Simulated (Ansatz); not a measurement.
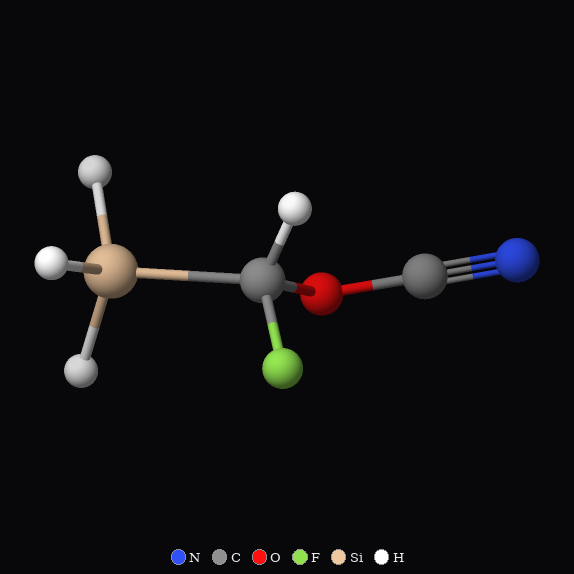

Ball-and-stick drawing of a structure. Multiple sticks mark multiple bonds (one Kekulé form).

Computed geometry: PBE0-D4/def2-TZVP optimisation. No frequency run is at hand to confirm it as a minimum.

Description:

Formula C2H4FNOSi. Its SMILES string is `N#CO[C@H](F)[SiH3]`. It has no ring. Among its groups: ether, nitrile, C–F bond, Si–H bond. This geometry has C1 symmetry. Coordination: 1 C linear; 1 O bent; 1 C tetrahedral; 1 Si tetrahedral.

The parts below concern this one geometry. Atoms keep their numbers from picture to picture.

### Geometry

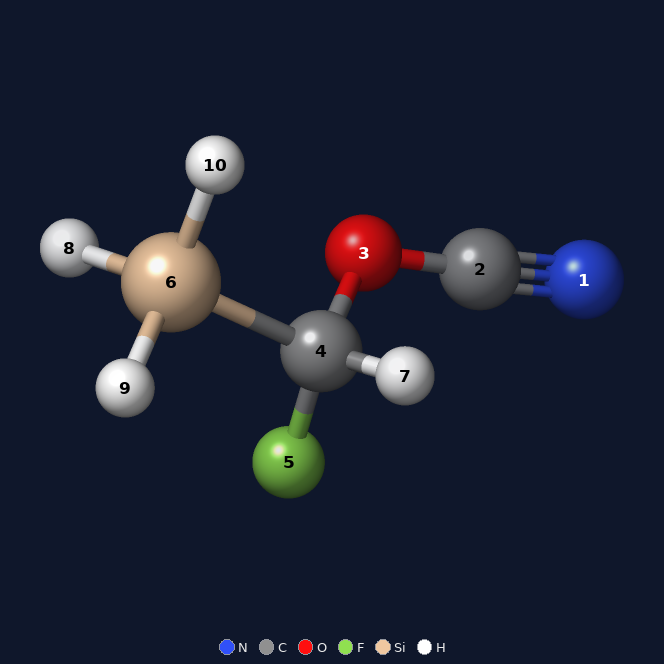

No frequency run is at hand to confirm it as a minimum.

Give these bond angles: N1–C2–O3, C2–O3–C4, O3–C4–F5, O3–C4–Si6, O3–C4–H7, F5–C4–Si6, F5–C4–H7, Si6–C4–H7, C4–Si6–H8, C4–Si6–H9, C4–Si6–H10.

```
     angle  degrees
  N1–C2–O3    177.9
  C2–O3–C4    115.8
  O3–C4–F5    108.2
 O3–C4–Si6    107.7
  O3–C4–H7    108.2
 F5–C4–Si6    110.8
  F5–C4–H7    107.4
 Si6–C4–H7    114.4
 C4–Si6–H8    108.0
 C4–Si6–H9    106.6
C4–Si6–H10    107.7
```

### Dipole moment

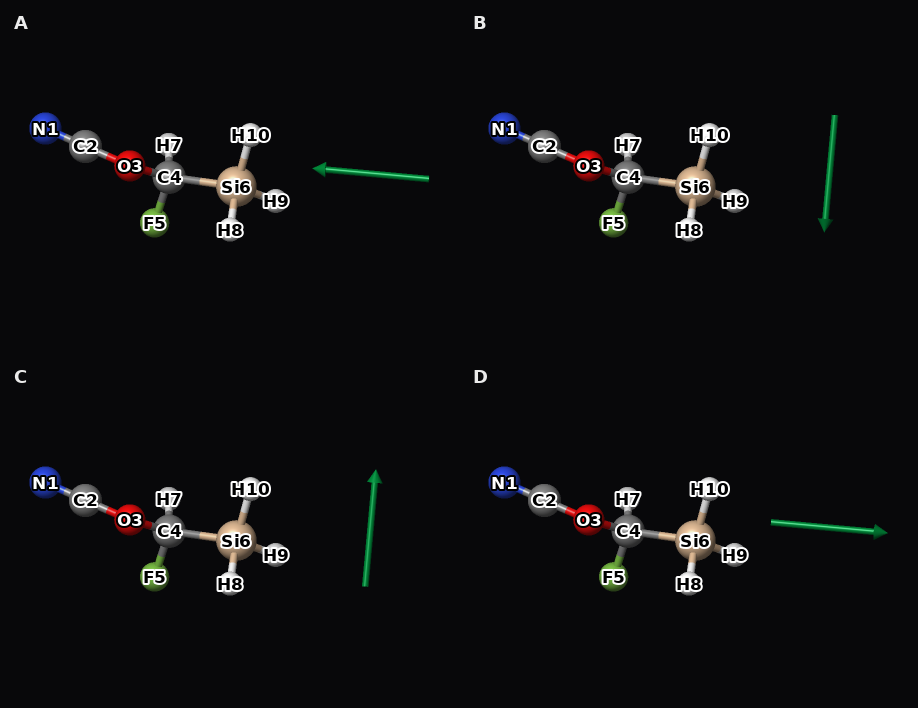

The same molecule four times, each with an arrow. No frequency run is at hand to confirm it as a minimum. Method: RKS r2SCAN-D4/def2-TZVPP (Ansatz 0.2.0).

**Which arrow points along the dipole moment, from the negative to the positive end?**

D. The dipole moment is 4.71 D; it points from the side of N1 to the side of H9 (the outermost atoms at the two ends).

### Levels of theory compared

No frequency run is at hand to confirm it as a minimum. Program: Ansatz 0.2.0.

At this fixed geometry, give HOMO energy (eV) at these levels: B3LYP-D4/def2-TZVPP; PBE-D4/def2-TZVPP; PBE0-D4/def2-TZVPP; r2SCAN-D4/def2-TZVPP; ωB97M-V/def2-TZVPP; ωB97X-V/def2-TZVPP.

| level | HOMO energy (eV) |
| --- | --- |
| B3LYP-D4/def2-TZVPP | −8.74 |
| PBE-D4/def2-TZVPP | −7.56 |
| PBE0-D4/def2-TZVPP | −9.00 |
| r2SCAN-D4/def2-TZVPP | −7.85 |
| ωB97M-V/def2-TZVPP | −11.32 |
| ωB97X-V/def2-TZVPP | −11.43 |

### Charges

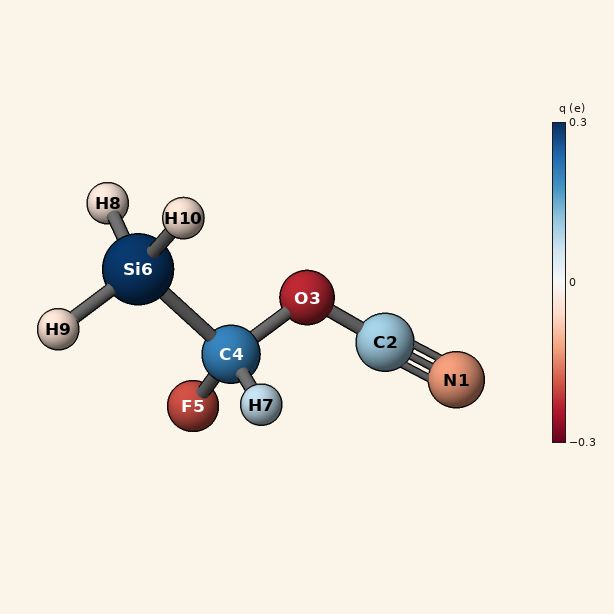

Atoms are coloured by their Mulliken charges. No frequency run is at hand to confirm it as a minimum. Method: RKS r2SCAN-D4/def2-TZVPP (Ansatz 0.2.0).

**Which atom carries the highest charge (most positive or least negative)?**

Si6 (0.29 e).

**And the lowest?**

O3 (−0.23 e).

List the Mulliken charges.

```tsv
atom	value (e)
N1	−0.13
C2	0.11
O3	−0.23
C4	0.20
F5	−0.19
Si6	0.29
H7	0.07
H8	−0.04
H9	−0.04
H10	−0.04
```

Mulliken values depend strongly on the basis set and can even reverse the polarity of a bond.
